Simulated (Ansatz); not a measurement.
## Electronic structure of AlCl₂H₄NO in real space

```yaml
atoms:
  - { symbol: Al, position_ang: [-0.4136, -0.7205, 0.2221] }
  - { symbol: O, position_ang: [-1.0594, 1.0071, -0.1315] }
  - { symbol: Cl, position_ang: [-0.8270, -1.9414, -1.4461] }
  - { symbol: Cl, position_ang: [-0.9611, -1.3897, 2.1317] }
  - { symbol: H, position_ang: [0.0601, 1.1189, -0.1986] }
  - { symbol: N, position_ang: [1.1899, 0.2403, 0.0926] }
  - { symbol: H, position_ang: [-1.5481, 1.2157, -0.9316] }
  - { symbol: H, position_ang: [1.7306, 0.4401, 0.9233] }
  - { symbol: H, position_ang: [1.8286, 0.0292, -0.6620] }
```

A transition-state structure; geometry: PBE0-D4/def2-TZVP.

Level of theory: RKS PBE0-D4/def2-TZVPP (Ansatz 0.2.0).

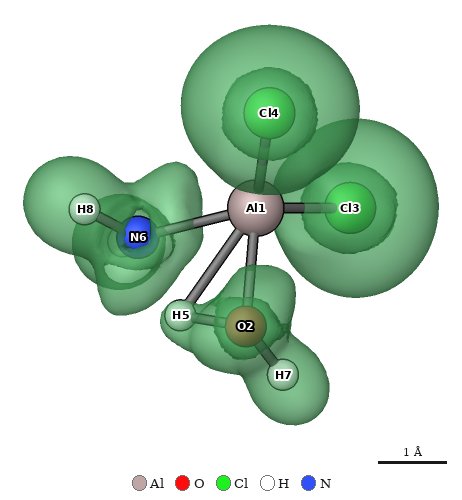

Figure 1. Isosurface of the electron localisation function at 0.75 (green), seen at a tilt. Only the valence region is drawn (cores and ρ < 0.01 e/Å³ removed).

### Where are the electrons localised?

The ELF exceeds this value in two regions on Cl in which the atom's valence shell and bonds are merged, one joined region spread over several atoms (H, N), in which their bonds and any lone pairs are merged and one joined region spread over several atoms (H, O), in which their bonds and any lone pairs are merged. Along the contacts the grid gives the following. Al1···H5 (1.95 Å): the ELF climbs to about 0.85 towards the hydrogen. Al–N (1.87 Å): the ELF peaks at about 0.90 in the valence shell of N, 0.7 Å from its nucleus, and is about 0.75 at the midpoint.

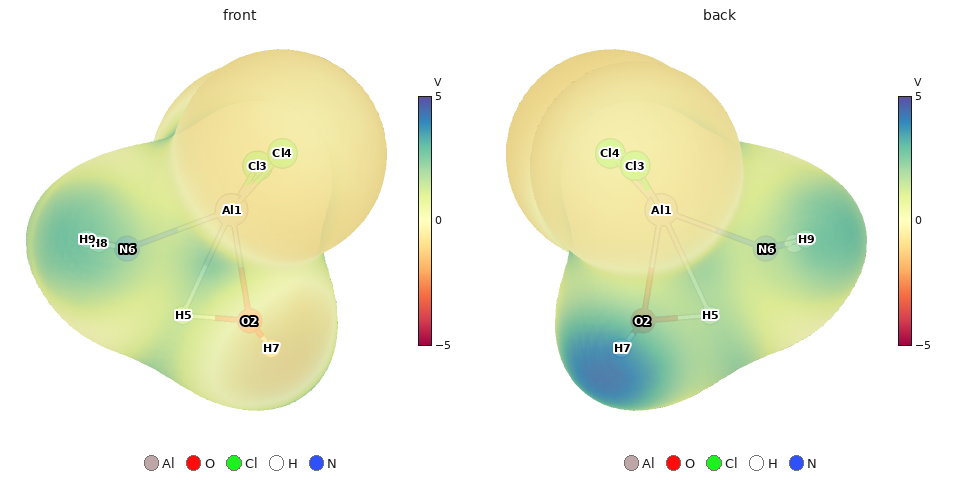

Figure 2. The electrostatic potential painted on the density surface at 0.004 e/bohr³, seen from the front and from behind; the colour scale runs from red (negative) to blue (positive).

### Describe the electrostatic potential map.

The most negative region (about −0.8 V) lies over O2, Cl3 and Cl4, the most positive (about +4.2 V) over H7.

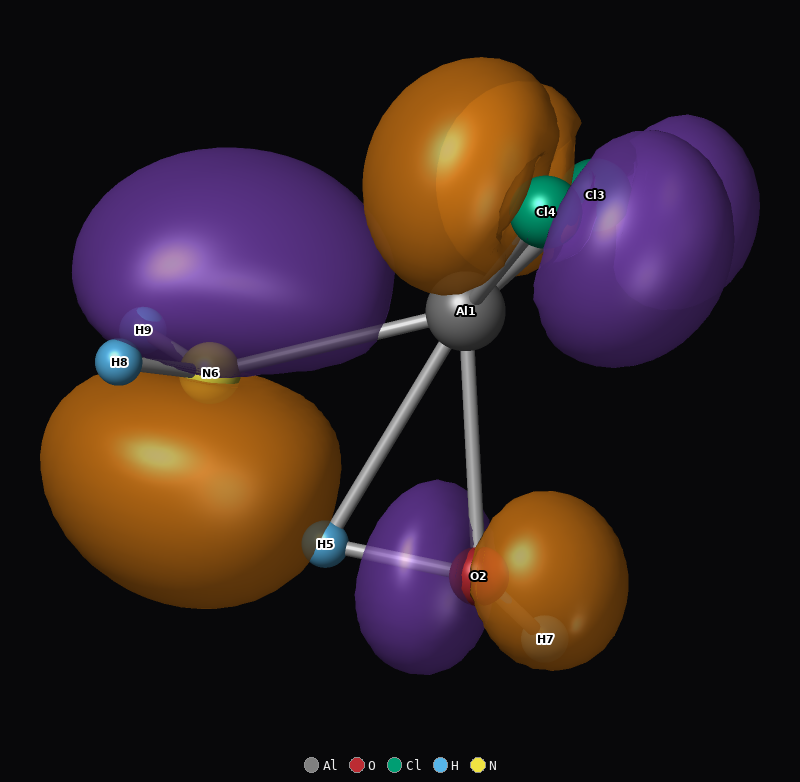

Figure 3. The HOMO at ±0.1 Å⁻³ᐟ² (orange and purple are the two phases), seen at a tilt.

### Where does this orbital lie, and at what energy?

By Hirshfeld shares it lies mainly on N6 (about 50 %), Cl4 (about 15 %), O2 (about 10 %) and Cl3 (about 10 %); largely a combination of lone pairs on N6, Cl4, O2 and Cl3. Its energy is −8.44 eV.
